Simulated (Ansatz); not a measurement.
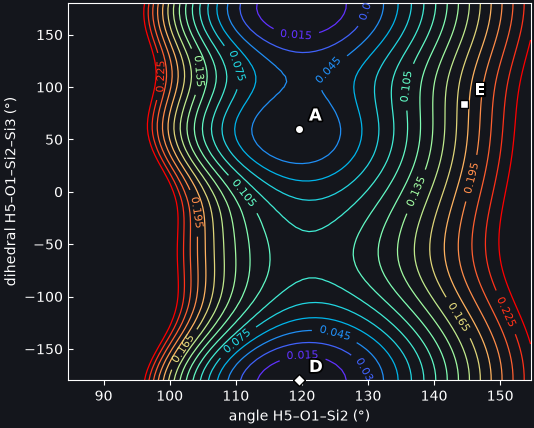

H7OSi3, SMILES O[Si]([SiH3])[SiH3], spin multiplicity 2. First axis: angle H5–O1–Si2. Second axis: dihedral H5–O1–Si2–Si3. Nothing is relaxed (all other coordinates rigid). The grid has 15 × 15 points. All energies are given in eV relative to the lowest grid point. Method: UHF/def2-SVP (Ansatz 0.2.0).

Drawn: contour lines labelled in eV (none above 0.24), lettered points. Between grid points the surface is interpolated.

### Is E the lowest point of the computed grid?

No. E lies 0.174 eV above the lowest grid point, which is at angle H5–O1–Si2 = 119.6°, dihedral H5–O1–Si2–Si3 = −180°.

### Rank the lettered points by energy, lowest first.

D (0.000 eV), A (0.031 eV), E (0.174 eV).

### What kind of point is each of A, D, E: minimum, saddle, maximum or slope?

A: minimum; D: minimum; E: on a slope. (In these two coordinates alone; a stationary point may lie a little off the grid point.)
